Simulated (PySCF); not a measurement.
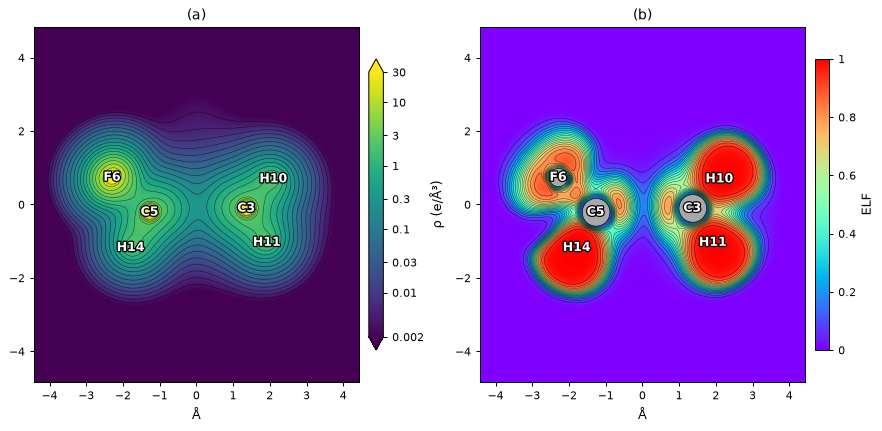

Figure. C$_{2}$H$_{8}$BFSi$_{2}$. (a) electron density; (b) ELF on the plane of atoms F6, C5 and H14. Grey discs cover the atomic cores in the ELF map.

Geometry: GFN2-xTB.

These are results of PySCF, PBE0/pcSseg-1, SCF density, gas phase, non-relativistic, not measurements.

```xyz
14

B     2.3774    0.3040    0.3107
Si    0.7147    0.4665   -0.6799
C    -0.8170    1.2327    0.2310
Si   -1.6536   -0.4592    0.5464
C    -0.3015   -1.2112   -0.6114
F     0.3924   -2.3080   -0.0923
H     3.4130    0.2629   -0.2301
H     2.3828    0.2064    1.4759
H     0.7053    0.9316   -2.0844
H    -0.5858    1.8023    1.1277
H    -1.4070    1.8903   -0.4021
H    -3.0229   -0.6184    0.0536
H    -1.5318   -0.9506    1.9168
H    -0.6666   -1.5496   -1.5841
```

Interpret the plot.

Answer. Atoms in the plane: C, F and H.
C–F (1.40 Å): the density is about 2 e/Å³ at the midpoint, with its minimum of 1.5 e/Å³ about 0.5 Å from C; the ELF peaks at about 0.80 between the atoms (a polar covalent bond).
C–H (1.09 Å): ρ at the midpoint is about 1.9 e/Å³; the ELF climbs to about 1 towards the hydrogen, as it does in any bond to H (an ordinary covalent bond to hydrogen).
The ELF also peaks beside F6, away from the bonds: lone-pair regions.
